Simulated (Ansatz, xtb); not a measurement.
## How methods differ on SnCl2 (SMILES [Cl][Sn][Cl])

The species is SnCl2 (3 atoms), meant as a singlet with charge 0. SMILES: `[Cl][Sn][Cl]`. The shape comes from GFN2-xTB, which is rough for such elements, and wasn't checked as a minimum.

```xyz
3

Sn    0.0049   -0.0072   -1.0237
Cl    1.8126   -0.0190    0.5210
Cl   -1.8175    0.0262    0.5027
```

Each level gives the electronic atomisation energy (eV). The values are calculated. Electronic energies at fixed atoms, without zero-point motion or spin-orbit coupling.

```
                           level                   kind  program  value (eV)
                        GFN2-xTB         semi-empirical      xtb       10.29
    HF/def2-SVP (core potential)           Hartree–Fock   Ansatz        5.31
 SVWN5/def2-SVP (core potential)                    LDA   Ansatz        9.42
   PBE/def2-SVP (core potential)                    GGA   Ansatz        8.25
r2SCAN/def2-SVP (core potential)               meta-GGA   Ansatz        8.07
  PBE0/def2-SVP (core potential)          global hybrid   Ansatz        7.89
   MP2/def2-SVP (core potential)    perturbation theory   Ansatz        7.25
  CCSD/def2-SVP (core potential)  coupled cluster or CI   Ansatz        6.82
```

The values span 5.31 to 10.29 eV. The xTB rows lack spin polarisation, so open shells miss the exchange term that lowers them. In the correlated wave-function rows the outer d shell of Sn is correlated, in sets not made for it.

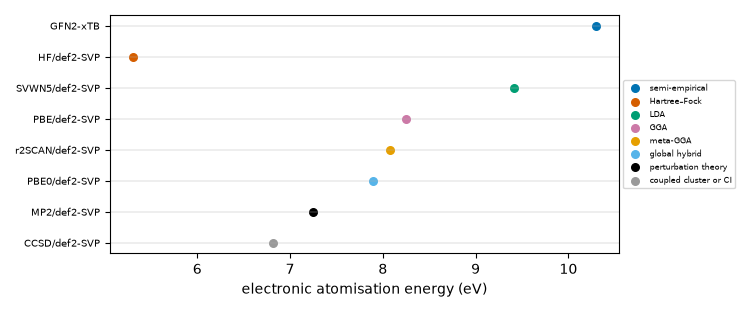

The values of the table, level by level.
